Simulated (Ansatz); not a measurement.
Molecular dynamics of C₁₈Se (part 1 of 2)

The run: molecular dynamics of C₁₈Se (slab, 19 atoms in the cell). Method and program: DFT LDA, scalar-relativistic, plane waves, PAW, no spin polarisation (Ansatz 0.2.0).

It belongs to a series of runs on one base structure; here: dynamics from the last frame of the run before.

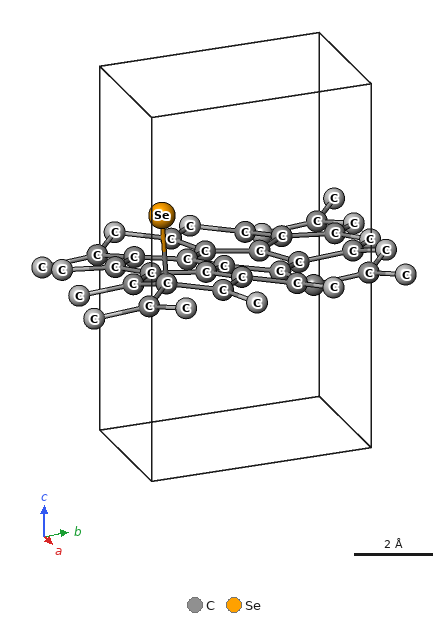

Figure 1. The structure as given in the input (ball-and-stick view of the cell of the calculation, with the vacuum cut short, seen slightly off an axis; neighbours outside the cell are drawn fainter). Near neighbours in the crystal (not all of them lie inside the picture): C has 3 C at 1.35 to 1.52 Å; C has 3 C at 1.36 to 1.48 Å and 1 Se at 1.97 Å; Se has 1 C at 1.97 Å.

The input:
```yaml
crystal:
  lattice:
    - [7.398, 0.0, 0.0]
    - [-3.699, 6.406856, 0.0]
    - [0.0, 0.0, 11.0]
  atoms:
    - { symbol: C, position: [-0.00449535, -0.01015831, 0.08395005] }
    - { symbol: C, position: [0.21831334, 0.10558092, 0.09721043] }
    - { symbol: C, position: [0.00197951, 0.32481882, 0.09692156] }
    - { symbol: C, position: [0.21134032, 0.4299573, 0.08397016] }
    - { symbol: C, position: [-0.00114175, 0.66249359, 0.08561289] }
    - { symbol: C, position: [0.22204722, 0.77603188, 0.09344583] }
    - { symbol: C, position: [0.32662907, -0.00638662, 0.09554964] }
    - { symbol: C, position: [0.5540169, 0.10074516, 0.10037334] }
    - { symbol: C, position: [0.33019419, 0.32077145, 0.08820515] }
    - { symbol: C, position: [0.54806281, 0.43704397, 0.08979021] }
    - { symbol: C, position: [0.32010211, 0.65240517, 0.08088555] }
    - { symbol: C, position: [0.55699494, 0.77456734, 0.0730361] }
    - { symbol: C, position: [0.66827897, -0.00463053, 0.09606209] }
    - { symbol: C, position: [0.87720257, 0.0965726, 0.11534286] }
    - { symbol: C, position: [0.66410441, 0.32733592, 0.09840887] }
    - { symbol: C, position: [0.88502629, 0.4380959, 0.10433516] }
    - { symbol: C, position: [0.66644801, 0.66487773, 0.07310794] }
    - { symbol: C, position: [0.88453821, 0.76550043, 0.05902059] }
    - { symbol: Se, position: [0.93266572, 1.06279712, 0.28623478] }
basis:
  ecutwfc: 420.0
kpoints:
  mp_grid: { grid: [2, 2, 1] }
hamiltonian:
  xc: lda
scf:
  occupations: { method: fermi_dirac, width: 0.05 }
  lower_state_search: "off"
md:
  timestep: 1
  n_steps: 300
  ensemble: nvt_langevin
  temperature: 1800.0
  initial_velocities: maxwell_boltzmann
  seed: 494328
  friction: 0.01
```

Run on 1 thread of Arm Neoverse V1, 24 GiB of memory available, shared host.

Launch command:
```bash
ansatz run input.yaml --threads 1 --pin off --max-ram 3072MiB --backend cpu --events-out ev --progress --plain --runs-dir out
```

The program's output:
```
Warning: md: disabling space-group detection — thermal motion breaks the input geometry's symmetry, so no spatial operation reduces the k-mesh or symmetrises the density; time reversal is kept, so that k and −k are solved as one point where they differ and the mesh holds both, and exact exchange and, on two spinor components, a DFT+U term hold to it where the run has them: on two components no moment then forms, and a state that bears one, which a typed moment (crystal.atoms[].spin; refused beside efield: under a hybrid functional) reaches, can lie lower, under hf by electronvolts; crystal.symmetry.detect: false (a key that needs symmetry detection or time reversal refuses this as the deck is read) with time_reversal: false beside it drops time reversal too
Engine: ansatz 0.2.0, aarch64-unknown-linux-gnu
Pseudopotentials: kind: paw
Pseudopotential: C, paw, valence charge 4, recommended cutoff 420 eV (normal), C.paw.azcp
Pseudopotential: Se, paw, valence charge 16, recommended cutoff 420 eV (normal), Se.paw.azcp
Functional definition: SPW92
  exchange = slater_x
  correlation = pw_c
Crystal: 19 atoms, lattice volume = 521.377 Å³
Basis set: ecut = 420 eV, 10225 PW (Γ)
Bands: 63, of which v1, the nominal top of the filled ones, is band 44 counted from 1 (43 counted from 0)
Symmetry: 1 space group operations
k-points: 4
Non-local potential: C, projectors of the file, l = 0: 2, l = 1: 2, l = 2: 1
Non-local potential: Se, projectors of the file, l = 0: 2, l = 1: 2, l = 2: 3, l = 3: 1
PAW form: soft (Blöchl's): semilocal exchange-correlation on the pseudo side does not see the compensation charge
PAW frozen core: C, regenerated for the run's functional, and the local potential with it (the file was generated under x = pbe(κ = 0.804, μ = 0.2195149727645171), c = pbe(β = 0.06672455060314922))
PAW frozen core: Se, regenerated for the run's functional, and the local potential with it (the file was generated under x = pbe(κ = 0.804, μ = 0.2195149727645171), c = pbe(β = 0.06672455060314922))
PAW one-centre angular grid: C, 110 points (default); XC on 64 Gauss nodes
PAW one-centre angular grid: Se, 590 points (default); XC on 64 Gauss nodes
Initial density: superposition of atomic densities (neutral atoms: chi_scale 0, normalization atom), corrected by the library's trained network
Initial wavefunctions: pseudopotential atomic-orbital guess
Functional: x = slater, c = lda
SCF iter   1: F=—  HF=-9752.053113 eV  |F-HF|=—  |Δ(HF+E_count)|=         —  Δρ=8.51e-3  dr2=7.19e-1  ethr=1.77e-3  ⟨swp⟩=11.5  Hψ=1593  notcnv=0  defer=44
preconditioner: auto → LDOS  [insulator: Δε(μ)=0.279 eV  Ē_g=13.748 eV  σ=0.050 eV  W_gap=0.88  n_scr=72 (ndim 8)  ℏωp=14.4 eV  f_vac=0.608  D(μ)=1.17/eV (n_scr^D=2)  ε∞_Penn≈2.1  β→1.0]
SCF iter   2: F=—  HF=-9752.908120 eV  |F-HF|=—  |Δ(HF+E_count)|=   8.55e-1  Δρ=2.24e-2  dr2=8.50e0  ethr=8.17e-4  ⟨swp⟩=3.8  Hψ=516  notcnv=0  defer=49  recentre
SCF iter   3: F=—  HF=-9751.941293 eV  |F-HF|=—  |Δ(HF+E_count)|=   9.67e-1  Δρ=3.88e-3  dr2=1.52e-1  ethr=8.17e-4  ⟨swp⟩=3.2  Hψ=464  notcnv=0  defer=47
SCF iter   4: F=—  HF=-9751.921256 eV  |F-HF|=—  |Δ(HF+E_count)|=   2.00e-2  Δρ=7.80e-4  dr2=6.62e-3  ethr=1.73e-4  ⟨swp⟩=2.2  Hψ=338  notcnv=0  defer=47
SCF iter   5: F=—  HF=-9751.920323 eV  |F-HF|=—  |Δ(HF+E_count)|=   9.33e-4  Δρ=1.75e-4  dr2=1.83e-4  ethr=7.52e-6  ⟨swp⟩=2.0  Hψ=353  notcnv=0  defer=47
SCF iter   6: F=—  HF=-9751.920313 eV  |F-HF|=—  |Δ(HF+E_count)|=   9.92e-6  Δρ=9.14e-5  dr2=6.69e-5  ethr=2.08e-7  ⟨swp⟩=2.0  Hψ=381  notcnv=0  defer=47
SCF iter   7: F=—  HF=-9751.920313 eV  |F-HF|=—  |Δ(HF+E_count)|=   3.90e-7  Δρ=2.33e-5  dr2=3.95e-6  ethr=7.60e-8  ⟨swp⟩=2.0  Hψ=323  notcnv=0  defer=47
SCF iter   8: F=—  HF=-9751.920075 eV  |F-HF|=—  |Δ(HF+E_count)|=   2.39e-4  Δρ=8.60e-6  dr2=6.65e-7  ethr=4.49e-9  ⟨swp⟩=2.0  Hψ=388  notcnv=0  defer=47
SCF iter   9: F=—  HF=-9751.920075 eV  |F-HF|=—  |Δ(HF+E_count)|=   4.24e-9  Δρ=2.59e-6  dr2=4.01e-8  ethr=7.56e-10  ⟨swp⟩=2.0  Hψ=318  notcnv=0  defer=47
SCF iter  10: F=-9751.920075 eV  HF=-9751.920075 eV  |F-HF|=7.04e-10  |Δ(HF+E_count)|=   1.17e-8  Δρ=7.67e-7  dr2=3.38e-9  ethr=2.16e-11  ⟨swp⟩=5.0  Hψ=863  notcnv=0
SCF 1 converged in 10 iterations: F = -9751.920075 eV  dr2 = 3.38e-9
  greatest PAW one-centre occupation: 1.000 electrons in one spin orbital (limit 2), on the Se atom at site 18 (counted from 0), in its partial waves of l = 2
md step     0: t =     0.00 fs  T =  1705.3 K  F+E_penalty+E_count = -9751.92007454 eV  E_kin = 4.188024 eV  (10 SCF iters)
Initial density: handed on by an earlier stage of this run
Initial wavefunctions: those handed on with the density
iter 1 solved again at ethr=9.63e-5 eV; its pass at ethr=3.10e-3 eV (dr2=8.48e-2 eV) is discarded
SCF iter   1: F=—  HF=-9751.756806 eV  |F-HF|=—  |Δ(HF+E_count)|=         —  Δρ=4.64e-3  dr2=8.69e-2  ethr=9.63e-5  ⟨swp⟩=7.2  Hψ=1221  notcnv=0
preconditioner: auto → Resta (q_TF=auto, 2.028 Å⁻¹)  ε∞=2.1  [insulator: Δε(μ)=0.397 eV  Ē_g=13.740 eV  σ=0.050 eV  W_gap=0.96  n_scr=72 (ndim 8)  ℏωp=14.4 eV  f_vac=0.606  D(μ)=0.42/eV (n_scr^D=0)  ε∞_Penn≈2.1  vacuum switching on, ρ_ref=1.4e-2 e/Å³]
SCF iter   2: F=—  HF=-9751.728484 eV  |F-HF|=—  |Δ(HF+E_count)|=   2.83e-2  Δρ=1.87e-3  dr2=1.21e-2  ethr=9.63e-5  ⟨swp⟩=2.0  Hψ=441  notcnv=0
SCF iter   3: F=—  HF=-9751.725064 eV  |F-HF|=—  |Δ(HF+E_count)|=   3.42e-3  Δρ=7.66e-4  dr2=2.45e-3  ethr=1.38e-5  ⟨swp⟩=2.0  Hψ=382  notcnv=0
SCF iter   4: F=—  HF=-9751.724617 eV  |F-HF|=—  |Δ(HF+E_count)|=   4.47e-4  Δρ=2.47e-4  dr2=7.47e-4  ethr=2.78e-6  ⟨swp⟩=2.0  Hψ=383  notcnv=0
SCF iter   5: F=—  HF=-9751.724507 eV  |F-HF|=—  |Δ(HF+E_count)|=   1.10e-4  Δρ=1.09e-4  dr2=5.15e-5  ethr=8.49e-7  ⟨swp⟩=2.0  Hψ=261  notcnv=0
SCF iter   6: F=—  HF=-9751.724527 eV  |F-HF|=—  |Δ(HF+E_count)|=   1.94e-5  Δρ=3.88e-5  dr2=5.59e-6  ethr=5.85e-8  ⟨swp⟩=2.2  Hψ=332  notcnv=0
SCF iter   7: F=—  HF=-9751.724292 eV  |F-HF|=—  |Δ(HF+E_count)|=   2.35e-4  Δρ=8.97e-6  dr2=2.50e-7  ethr=6.35e-9  ⟨swp⟩=2.0  Hψ=360  notcnv=0
SCF iter   8: F=—  HF=-9751.724292 eV  |F-HF|=—  |Δ(HF+E_count)|=   3.20e-8  Δρ=3.20e-6  dr2=4.31e-8  ethr=2.84e-10  ⟨swp⟩=2.0  Hψ=398  notcnv=0
SCF iter   9: F=-9751.724292 eV  HF=-9751.724292 eV  |F-HF|=8.39e-10  |Δ(HF+E_count)|=  3.62e-10  Δρ=8.40e-7  dr2=3.08e-9  ethr=2.16e-11  ⟨swp⟩=4.8  Hψ=769  notcnv=0
SCF 2 converged in 9 iterations: F = -9751.724292 eV  dr2 = 3.08e-9
md step     1: t =     1.00 fs  T =  1533.4 K  F+E_penalty+E_count = -9751.72429219 eV  E_kin = 3.765867 eV  (9 SCF iters)
[... from here on the SCF iterations and repeated set-up lines of each step are left out, up to the last step ...]
md step     2: t =     2.00 fs  T =  1487.0 K  F+E_penalty+E_count = -9751.39212975 eV  E_kin = 3.651954 eV  (9 SCF iters)
md step     3: t =     3.00 fs  T =  1439.4 K  F+E_penalty+E_count = -9751.01697908 eV  E_kin = 3.535009 eV  (9 SCF iters)
md step     4: t =     4.00 fs  T =  1135.1 K  F+E_penalty+E_count = -9750.71243342 eV  E_kin = 2.787855 eV  (9 SCF iters)
md step     5: t =     5.00 fs  T =  1100.2 K  F+E_penalty+E_count = -9750.49616835 eV  E_kin = 2.702094 eV  (6 SCF iters)
md step     6: t =     6.00 fs  T =  1077.4 K  F+E_penalty+E_count = -9750.34078757 eV  E_kin = 2.646004 eV  (6 SCF iters)
md step     7: t =     7.00 fs  T =  1129.7 K  F+E_penalty+E_count = -9750.27452638 eV  E_kin = 2.774420 eV  (7 SCF iters)
md step     8: t =     8.00 fs  T =  1136.5 K  F+E_penalty+E_count = -9750.27768504 eV  E_kin = 2.791241 eV  (7 SCF iters)
md step     9: t =     9.00 fs  T =  1190.0 K  F+E_penalty+E_count = -9750.34704471 eV  E_kin = 2.922535 eV  (7 SCF iters)
md step    10: t =    10.00 fs  T =  1262.3 K  F+E_penalty+E_count = -9750.49001941 eV  E_kin = 3.100191 eV  (9 SCF iters)
md step    11: t =    11.00 fs  T =  1301.4 K  F+E_penalty+E_count = -9750.69770919 eV  E_kin = 3.196063 eV  (6 SCF iters)
md step    12: t =    12.00 fs  T =  1423.9 K  F+E_penalty+E_count = -9750.93292530 eV  E_kin = 3.497109 eV  (6 SCF iters)
md step    13: t =    13.00 fs  T =  1564.1 K  F+E_penalty+E_count = -9751.12660398 eV  E_kin = 3.841431 eV  (6 SCF iters)
md step    14: t =    14.00 fs  T =  1474.5 K  F+E_penalty+E_count = -9751.22880200 eV  E_kin = 3.621238 eV  (6 SCF iters)
md step    15: t =    15.00 fs  T =  1519.4 K  F+E_penalty+E_count = -9751.22447556 eV  E_kin = 3.731614 eV  (6 SCF iters)
md step    16: t =    16.00 fs  T =  1526.1 K  F+E_penalty+E_count = -9751.10987082 eV  E_kin = 3.748074 eV  (6 SCF iters)
md step    17: t =    17.00 fs  T =  1416.9 K  F+E_penalty+E_count = -9750.91995617 eV  E_kin = 3.479897 eV  (6 SCF iters)
md step    18: t =    18.00 fs  T =  1267.4 K  F+E_penalty+E_count = -9750.72226401 eV  E_kin = 3.112709 eV  (6 SCF iters)
md step    19: t =    19.00 fs  T =  1140.4 K  F+E_penalty+E_count = -9750.58849960 eV  E_kin = 2.800714 eV  (7 SCF iters)
md step    20: t =    20.00 fs  T =  1092.5 K  F+E_penalty+E_count = -9750.52752721 eV  E_kin = 2.683068 eV  (9 SCF iters)
md step    21: t =    21.00 fs  T =  1036.0 K  F+E_penalty+E_count = -9750.49484953 eV  E_kin = 2.544357 eV  (7 SCF iters)
md step    22: t =    22.00 fs  T =   981.4 K  F+E_penalty+E_count = -9750.47762651 eV  E_kin = 2.410270 eV  (6 SCF iters)
md step    23: t =    23.00 fs  T =  1008.4 K  F+E_penalty+E_count = -9750.48104786 eV  E_kin = 2.476676 eV  (7 SCF iters)
md step    24: t =    24.00 fs  T =  1040.0 K  F+E_penalty+E_count = -9750.50752401 eV  E_kin = 2.554239 eV  (7 SCF iters)
md step    25: t =    25.00 fs  T =  1054.6 K  F+E_penalty+E_count = -9750.51752859 eV  E_kin = 2.589928 eV  (7 SCF iters)
md step    26: t =    26.00 fs  T =   985.1 K  F+E_penalty+E_count = -9750.44695777 eV  E_kin = 2.419404 eV  (6 SCF iters)
md step    27: t =    27.00 fs  T =   972.9 K  F+E_penalty+E_count = -9750.28874070 eV  E_kin = 2.389435 eV  (6 SCF iters)
md step    28: t =    28.00 fs  T =   904.3 K  F+E_penalty+E_count = -9750.09425743 eV  E_kin = 2.220804 eV  (7 SCF iters)
md step    29: t =    29.00 fs  T =   885.0 K  F+E_penalty+E_count = -9749.92469790 eV  E_kin = 2.173432 eV  (7 SCF iters)
md step    30: t =    30.00 fs  T =   925.8 K  F+E_penalty+E_count = -9749.82838256 eV  E_kin = 2.273783 eV  (8 SCF iters)
md step    31: t =    31.00 fs  T =   874.6 K  F+E_penalty+E_count = -9749.81807689 eV  E_kin = 2.148080 eV  (6 SCF iters)
md step    32: t =    32.00 fs  T =   887.5 K  F+E_penalty+E_count = -9749.89287455 eV  E_kin = 2.179640 eV  (7 SCF iters)
md step    33: t =    33.00 fs  T =   971.9 K  F+E_penalty+E_count = -9750.03230338 eV  E_kin = 2.386939 eV  (6 SCF iters)
md step    34: t =    34.00 fs  T =  1034.7 K  F+E_penalty+E_count = -9750.19222136 eV  E_kin = 2.541133 eV  (7 SCF iters)
md step    35: t =    35.00 fs  T =  1059.4 K  F+E_penalty+E_count = -9750.34049682 eV  E_kin = 2.601813 eV  (6 SCF iters)
md step    36: t =    36.00 fs  T =  1191.5 K  F+E_penalty+E_count = -9750.46311425 eV  E_kin = 2.926180 eV  (6 SCF iters)
md step    37: t =    37.00 fs  T =  1274.6 K  F+E_penalty+E_count = -9750.56385185 eV  E_kin = 3.130230 eV  (6 SCF iters)
md step    38: t =    38.00 fs  T =  1237.5 K  F+E_penalty+E_count = -9750.63740514 eV  E_kin = 3.039280 eV  (7 SCF iters)
md step    39: t =    39.00 fs  T =  1341.1 K  F+E_penalty+E_count = -9750.68366378 eV  E_kin = 3.293606 eV  (6 SCF iters)
md step    40: t =    40.00 fs  T =  1469.0 K  F+E_penalty+E_count = -9750.68510318 eV  E_kin = 3.607873 eV  (8 SCF iters)
md step    41: t =    41.00 fs  T =  1480.7 K  F+E_penalty+E_count = -9750.61797144 eV  E_kin = 3.636537 eV  (7 SCF iters)
md step    42: t =    42.00 fs  T =  1490.1 K  F+E_penalty+E_count = -9750.48425544 eV  E_kin = 3.659537 eV  (7 SCF iters)
md step    43: t =    43.00 fs  T =  1419.4 K  F+E_penalty+E_count = -9750.28611059 eV  E_kin = 3.485941 eV  (8 SCF iters)
md step    44: t =    44.00 fs  T =  1409.6 K  F+E_penalty+E_count = -9750.04755591 eV  E_kin = 3.461844 eV  (7 SCF iters)
md step    45: t =    45.00 fs  T =  1205.8 K  F+E_penalty+E_count = -9749.82240782 eV  E_kin = 2.961487 eV  (6 SCF iters)
md step    46: t =    46.00 fs  T =  1195.9 K  F+E_penalty+E_count = -9749.68805035 eV  E_kin = 2.937138 eV  (7 SCF iters)
md step    47: t =    47.00 fs  T =  1209.1 K  F+E_penalty+E_count = -9749.69534874 eV  E_kin = 2.969422 eV  (7 SCF iters)
md step    48: t =    48.00 fs  T =  1304.3 K  F+E_penalty+E_count = -9749.81183084 eV  E_kin = 3.203278 eV  (7 SCF iters)
md step    49: t =    49.00 fs  T =  1416.7 K  F+E_penalty+E_count = -9749.92364900 eV  E_kin = 3.479367 eV  (7 SCF iters)
md step    50: t =    50.00 fs  T =  1436.0 K  F+E_penalty+E_count = -9750.02139218 eV  E_kin = 3.526627 eV  (9 SCF iters)
md step    51: t =    51.00 fs  T =  1512.0 K  F+E_penalty+E_count = -9750.16116178 eV  E_kin = 3.713470 eV  (6 SCF iters)
md step    52: t =    52.00 fs  T =  1494.1 K  F+E_penalty+E_count = -9750.32271729 eV  E_kin = 3.669317 eV  (6 SCF iters)
md step    53: t =    53.00 fs  T =  1656.3 K  F+E_penalty+E_count = -9750.47399580 eV  E_kin = 4.067670 eV  (6 SCF iters)
md step    54: t =    54.00 fs  T =  1594.4 K  F+E_penalty+E_count = -9750.54368758 eV  E_kin = 3.915753 eV  (6 SCF iters)
md step    55: t =    55.00 fs  T =  1553.7 K  F+E_penalty+E_count = -9750.54904455 eV  E_kin = 3.815909 eV  (8 SCF iters)
md step    56: t =    56.00 fs  T =  1508.6 K  F+E_penalty+E_count = -9750.54928197 eV  E_kin = 3.704941 eV  (7 SCF iters)
md step    57: t =    57.00 fs  T =  1550.0 K  F+E_penalty+E_count = -9750.52086701 eV  E_kin = 3.806818 eV  (7 SCF iters)
md step    58: t =    58.00 fs  T =  1561.7 K  F+E_penalty+E_count = -9750.41063442 eV  E_kin = 3.835493 eV  (7 SCF iters)
md step    59: t =    59.00 fs  T =  1602.8 K  F+E_penalty+E_count = -9750.25168481 eV  E_kin = 3.936483 eV  (7 SCF iters)
md step    60: t =    60.00 fs  T =  1583.1 K  F+E_penalty+E_count = -9750.10215721 eV  E_kin = 3.888004 eV  (8 SCF iters)
md step    61: t =    61.00 fs  T =  1546.2 K  F+E_penalty+E_count = -9750.01965428 eV  E_kin = 3.797338 eV  (6 SCF iters)
md step    62: t =    62.00 fs  T =  1486.6 K  F+E_penalty+E_count = -9750.04122610 eV  E_kin = 3.650987 eV  (6 SCF iters)
md step    63: t =    63.00 fs  T =  1563.7 K  F+E_penalty+E_count = -9750.17950103 eV  E_kin = 3.840236 eV  (6 SCF iters)
md step    64: t =    64.00 fs  T =  1705.3 K  F+E_penalty+E_count = -9750.43875989 eV  E_kin = 4.188180 eV  (6 SCF iters)
md step    65: t =    65.00 fs  T =  1884.9 K  F+E_penalty+E_count = -9750.76621362 eV  E_kin = 4.629268 eV  (7 SCF iters)
md step    66: t =    66.00 fs  T =  1992.0 K  F+E_penalty+E_count = -9751.09151105 eV  E_kin = 4.892311 eV  (6 SCF iters)
md step    67: t =    67.00 fs  T =  2087.0 K  F+E_penalty+E_count = -9751.34163354 eV  E_kin = 5.125455 eV  (6 SCF iters)
md step    68: t =    68.00 fs  T =  2133.5 K  F+E_penalty+E_count = -9751.46976363 eV  E_kin = 5.239702 eV  (7 SCF iters)
md step    69: t =    69.00 fs  T =  2203.1 K  F+E_penalty+E_count = -9751.45064754 eV  E_kin = 5.410638 eV  (7 SCF iters)
md step    70: t =    70.00 fs  T =  2217.6 K  F+E_penalty+E_count = -9751.28881214 eV  E_kin = 5.446374 eV  (8 SCF iters)
md step    71: t =    71.00 fs  T =  2143.9 K  F+E_penalty+E_count = -9750.99022915 eV  E_kin = 5.265327 eV  (6 SCF iters)
md step    72: t =    72.00 fs  T =  1866.0 K  F+E_penalty+E_count = -9750.57365044 eV  E_kin = 4.582729 eV  (7 SCF iters)
md step    73: t =    73.00 fs  T =  1671.6 K  F+E_penalty+E_count = -9750.07026329 eV  E_kin = 4.105333 eV  (7 SCF iters)
md step    74: t =    74.00 fs  T =  1471.9 K  F+E_penalty+E_count = -9749.53099905 eV  E_kin = 3.614964 eV  (7 SCF iters)
md step    75: t =    75.00 fs  T =  1232.7 K  F+E_penalty+E_count = -9749.11411062 eV  E_kin = 3.027559 eV  (7 SCF
[...]
iter 1 solved again at ethr=6.94e-5 eV; its pass at ethr=3.10e-3 eV (dr2=6.10e-2 eV) is discarded
SCF iter   1: F=—  HF=-9750.114283 eV  |F-HF|=—  |Δ(HF+E_count)|=         —  Δρ=3.96e-3  dr2=6.01e-2  ethr=6.94e-5  ⟨swp⟩=9.0  Hψ=1501  notcnv=0  defer=1
preconditioner: auto → Resta (q_TF=auto, 2.028 Å⁻¹)  ε∞=2.1  [insulator: Δε(μ)=0.493 eV  Ē_g=13.583 eV  σ=0.050 eV  W_gap=0.99  n_scr=72 (ndim 8)  ℏωp=14.4 eV  f_vac=0.607  D(μ)=0.18/eV (n_scr^D=0)  ε∞_Penn≈2.1  vacuum switching on, ρ_ref=1.3e-2 e/Å³]
SCF iter   2: F=—  HF=-9750.096023 eV  |F-HF|=—  |Δ(HF+E_count)|=   1.83e-2  Δρ=1.64e-3  dr2=7.57e-3  ethr=6.83e-5  ⟨swp⟩=2.0  Hψ=446  notcnv=0  defer=9
SCF iter   3: F=—  HF=-9750.094069 eV  |F-HF|=—  |Δ(HF+E_count)|=   1.95e-3  Δρ=6.69e-4  dr2=1.21e-3  ethr=8.61e-6  ⟨swp⟩=2.0  Hψ=352  notcnv=0  defer=9
SCF iter   4: F=—  HF=-9750.093840 eV  |F-HF|=—  |Δ(HF+E_count)|=   2.29e-4  Δρ=1.67e-4  dr2=2.47e-4  ethr=1.38e-6  ⟨swp⟩=2.0  Hψ=376  notcnv=0  defer=9
SCF iter   5: F=—  HF=-9750.093805 eV  |F-HF|=—  |Δ(HF+E_count)|=   3.48e-5  Δρ=7.06e-5  dr2=2.22e-5  ethr=2.81e-7  ⟨swp⟩=2.0  Hψ=311  notcnv=0  defer=9
SCF iter   6: F=—  HF=-9750.093812 eV  |F-HF|=—  |Δ(HF+E_count)|=   6.47e-6  Δρ=2.83e-5  dr2=7.52e-6  ethr=2.52e-8  ⟨swp⟩=2.2  Hψ=350  notcnv=0  defer=9
SCF iter   7: F=—  HF=-9750.093579 eV  |F-HF|=—  |Δ(HF+E_count)|=   2.33e-4  Δρ=6.34e-6  dr2=1.13e-7  ethr=8.54e-9  ⟨swp⟩=2.5  Hψ=312  notcnv=0  defer=9
SCF iter   8: F=—  HF=-9750.093579 eV  |F-HF|=—  |Δ(HF+E_count)|=   1.42e-8  Δρ=2.53e-6  dr2=2.19e-8  ethr=2.16e-11  ⟨swp⟩=5.0  Hψ=913  notcnv=0
SCF iter   9: F=-9750.093579 eV  HF=-9750.093579 eV  |F-HF|=1.44e-9  |Δ(HF+E_count)|=   1.59e-9  Δρ=8.06e-7  dr2=3.17e-9  ethr=2.16e-11  ⟨swp⟩=4.0  Hψ=728  notcnv=0
SCF 301 converged in 9 iterations: F = -9750.093579 eV  dr2 = 3.17e-9
md step   300: t =   300.00 fs  T =  1577.6 K  F+E_penalty+E_count = -9750.09357863 eV  E_kin = 3.874476 eV  (9 SCF iters)
```

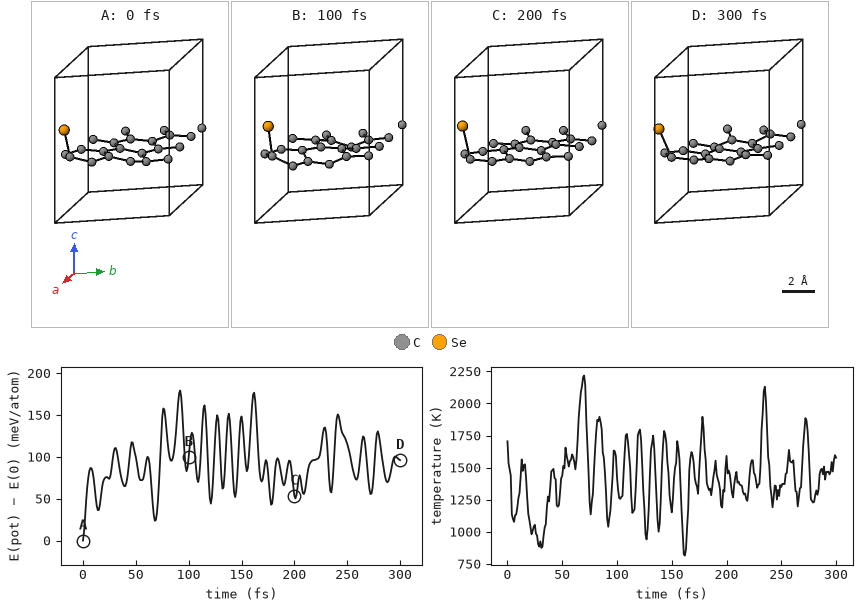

Figure 2. Frames of the molecular dynamics (ball-and-stick, simulation cell, with the vacuum cut short, seen slightly off an axis) above the curves, on which the letters mark them. The trajectory kept here has 301 frames over 300 fs. The temperature starts at 1705 K, ranges from 815 to 2218 K and averages 1436 K over the second half. The potential energy ends 96.1 meV/atom above its first value. With the common drift removed, the root-mean-square displacement is 0.20 Å, and C18 has moved furthest (0.43 Å).
